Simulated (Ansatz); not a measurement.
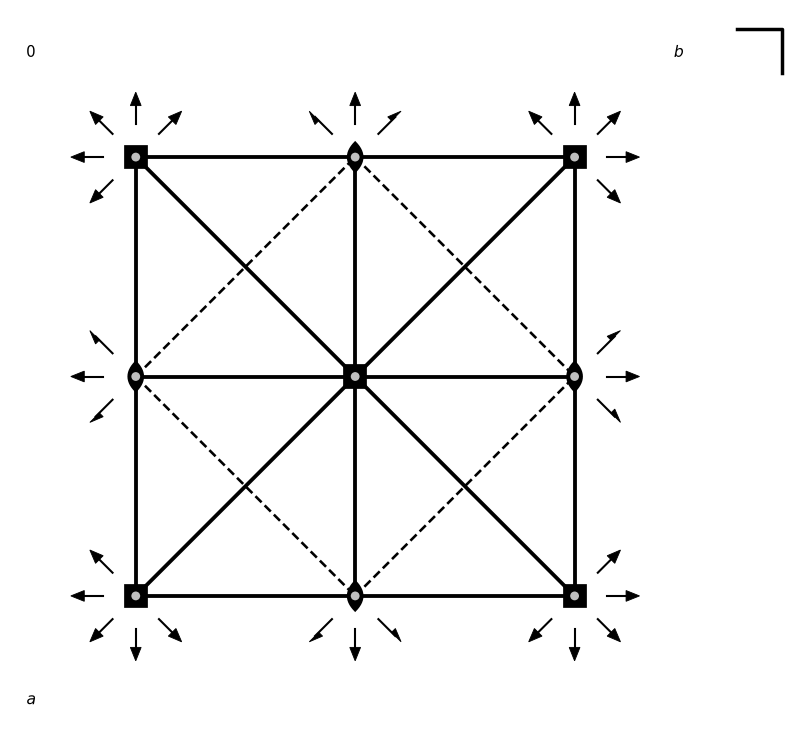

Symmetry elements of a space group, projected down c, computed from the operations of a computed or model structure of composition HfWS5, which need not be its known form.

Symbols follow the International Tables: origin at the upper left, the third axis towards the viewer; heavy, dashed, dotted, dash-dotted and dash-dot-dot lines are mirror, in-plane glide, out-of-plane glide, diagonal (n; with arrows d) and double (e) glide planes seen edge on; arrows at the rim are 2 (full head) and 2₁ (half head) axes in the plane; the corner sign is a plane parallel to the page; fractions are heights. Handed screw axes carry their printed symbol instead of tails.

Question: Which space group is it?

Answer: No. 123, P4/mmm; primitive tetragonal, point group 4/mmm, 16 general positions a cell.

Question: List the elements shown.

Answer: 4 axes along c at (0, 0), (1/2, 1/2); 2 axes along c at (0, 1/2), (1/2, 0); inversion centres at (0, 0), (0, 1/2), (1/2, 0), (1/2, 1/2); mirror planes holding c and [1 1 0] or [−1 1 0]; in-plane glide planes holding c and [1 1 0] or [−1 1 0]; mirror planes normal to a, at x = 0, 1/2; mirror planes normal to b, at y = 0, 1/2; a mirror plane normal to c at height 0; 2 axes along [1 1 0] at height 0; 2 axes along [−1 1 0] at height 0; 2 axes along a at height 0; 2 axes along b at height 0; 2₁ axes along [1 1 0] at height 0; 2₁ axes along [−1 1 0] at height 0. Heights repeat every half period; positions are (a, b) fractions, modulo 1.
